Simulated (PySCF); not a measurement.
**C$_{2}$H$_{8}$BSi (doublet): density, localisation and related maps**

```xyz
12

C    -0.2106    1.5502    0.1769
B     0.0463   -0.0210    0.0464
C    -1.2368   -0.9510   -0.1547
Si    1.7890   -0.7425    0.1231
H    -0.8694    1.7758    1.0166
H    -0.7180    1.9426   -0.7053
H     0.6953    2.1397    0.3132
H    -1.9450   -0.8310    0.6664
H    -1.0075   -2.0133   -0.2268
H    -1.7851   -0.6793   -1.0581
H     2.1874   -2.1542    0.0244
H     3.0558   -0.0167    0.2959
```

Geometry: GFN2-xTB.

All numbers below come from UKS B3LYP, pcH-1 on B C H Si, non-relativistic, mean-field spin-orbit, GIAO (PySCF 2.14.0, density-fitted response routines).

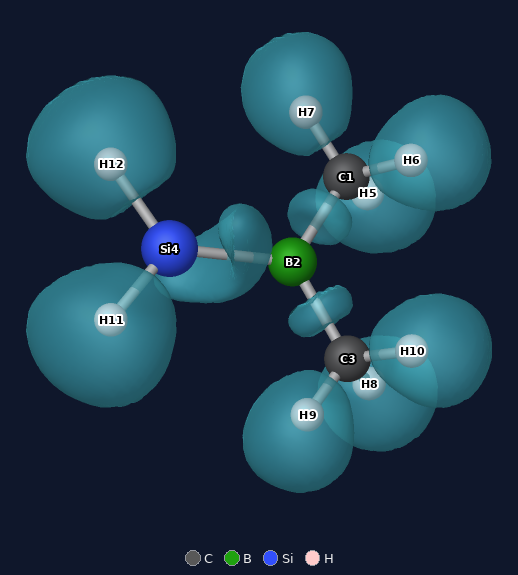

Figure 1. Isosurface of the electron localisation function at 0.85 (cyan), seen at an oblique angle. Only the valence region is drawn (cores and ρ < 0.01 e/Å³ removed).

Identify the bonds, lone pairs and shells in this picture.

The ELF exceeds this value in two regions between bonded B–C atoms (shared pairs), one region between bonded B–Si atoms (shared pairs) and eight regions around hydrogen nuclei. Profiles from the grid: C–B (1.60 Å): the ELF peaks at about 1 between the atoms: localised, covalent bonding. Si–B (1.89 Å): the ELF peaks at about 0.95 between the atoms, as expected for a shared electron pair.

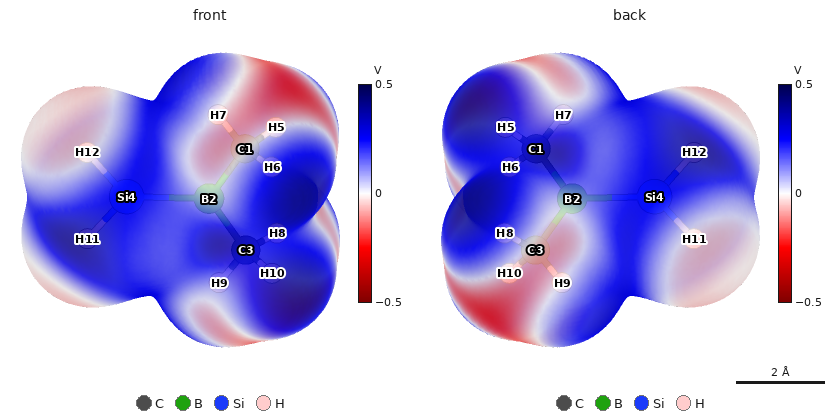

Figure 2. The electrostatic potential painted on the density surface at 0.001 e/bohr³, seen from the front and from behind; red is negative and blue positive.

Where is the surface potential most negative and most positive?

The most negative region (about −0.2 V) lies over C1 and C3, the most positive (about +0.4 V, or +9 kcal/mol for a unit charge) over the H and Si atoms.

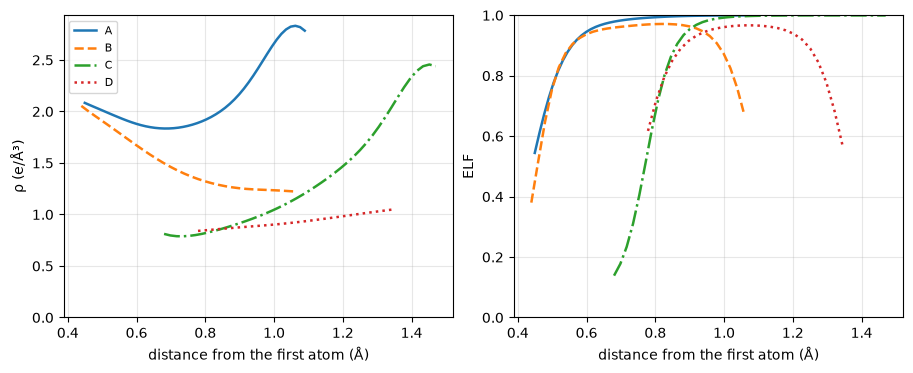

Figure 3. Electron density and ELF along straight lines between neighbouring atoms. The curves leave out the atomic cores.

Which curve belongs to which contact (C–B, C–H, Si–B and Si–H)? The first atom named is at distance zero.

Curve A: C–H (1.09 Å): ρ is about 1.9 e/Å³ halfway; the ELF climbs to about 1 towards the hydrogen, as it does in any bond to H; a covalent bond by its length. Curve B: C–B (1.60 Å): ρ is about 1.3 e/Å³ halfway; the ELF peaks at about 1 between the atoms: localised, covalent bonding. Curve C: Si–H (1.47 Å): ρ at the midpoint is about 0.79 e/Å³; the ELF climbs to about 1 towards the hydrogen. Curve D: Si–B (1.89 Å): ρ at the midpoint is about 0.89 e/Å³; the ELF peaks at about 0.95 between the atoms: a shared electron pair.
